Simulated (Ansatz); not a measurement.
PbSe under a change: Pb → Sb

Base system: PbSe in the rock salt structure (space group Fm-3m, No. 225; a = 6.218 Å).

Modification: Sb takes the place of Pb on all its sites, then cell and atoms are relaxed.

Computed with DFT with PBE, PAW potentials and a 420 eV plane-wave cutoff in Ansatz (a first-principles code), scalar-relativistic without spin-orbit coupling, earlier PAW set. Γ-centred 13×13×13 mesh, Fermi–Dirac width 0.05 eV, for the changed cell.

The volume per atom falls by 3.08 Å³, from 30.05 Å³ to 26.97 Å³ and the density shrinks by 1.73 g/cm³ to 6.18 g/cm³. The lattice parameter a shrinks by 0.220 Å (6.218 Å → 5.998 Å) and the space group stays Fm-3m (No. 225). The shortest interatomic distance drops by 0.110 Å, from 3.109 Å to 2.999 Å and the band gap changes from 0.44 eV to zero.

Final structure:

```xyz
2
Lattice="0.0000 2.9988 2.9988 2.9988 0.0000 2.9988 2.9988 2.9988 0.0000" Properties=species:S:1:pos:R:3 pbc="T T T"
Se     0.0000     0.0000     0.0000
Sb     2.9988     2.9988     2.9988
```

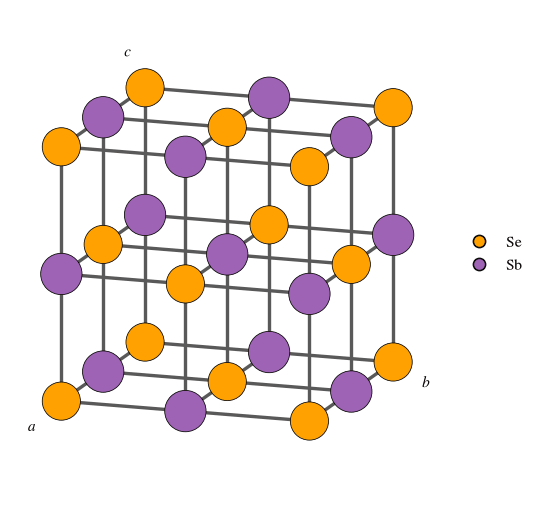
*The relaxed conventional cell after the change*

Spin-orbit coupling, missing from the scalar runs, can matter with Pb. Stability against distortions was not tested. As relaxed here, SbSe is a hypothetical phase, not in the database extracts checked. The final runs are not spin-polarised. An odd electron count without spin: SbSe.
